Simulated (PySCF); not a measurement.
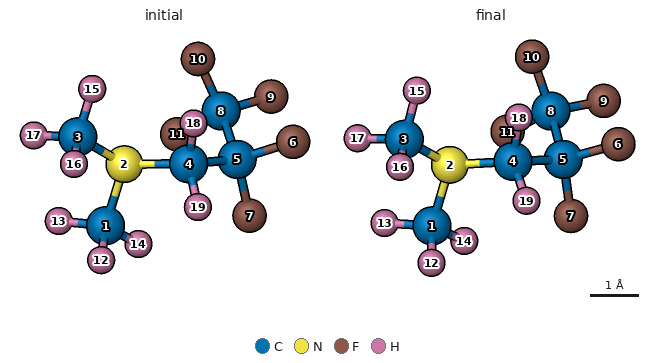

The structure of C5H8F5N before (left) and after (right) a relaxation, at one scale.

The picture is a ball-and-stick view, seen at a tilt.

The start comes from GFN2-xTB. Its atoms were then displaced at random by about 0.01 Å.

Level of theory: PBE0-D3(BJ)/def2-SVP geometry optimisation, gas phase (PySCF). 

> Describe what moved and what it gained.

The atom that moves furthest after the best rigid fit is H18 (0.17 Å). By element the largest moves are H 0.17 Å, F 0.17 Å, C 0.08 Å, N 0.05 Å. Near-neighbour distances that change, for instance: C1–H14 1.052 → 1.097 Å, N2–C4 1.473 → 1.434 Å, C3–H17 1.063 → 1.100 Å, C8–F11 1.350 → 1.324 Å. Among the angles between lasting bonds that change: H13–C1–H14 112.1° → 107.7°, C5–C4–H18 108.7° → 105.3°, N2–C4–H19 111.1° → 114.5°. The energy falls by 0.213 eV in 19 geometry steps. Cost: 4.4 min on 2 threads of Intel(R) Xeon(R) Platinum 8488C, on a shared host.
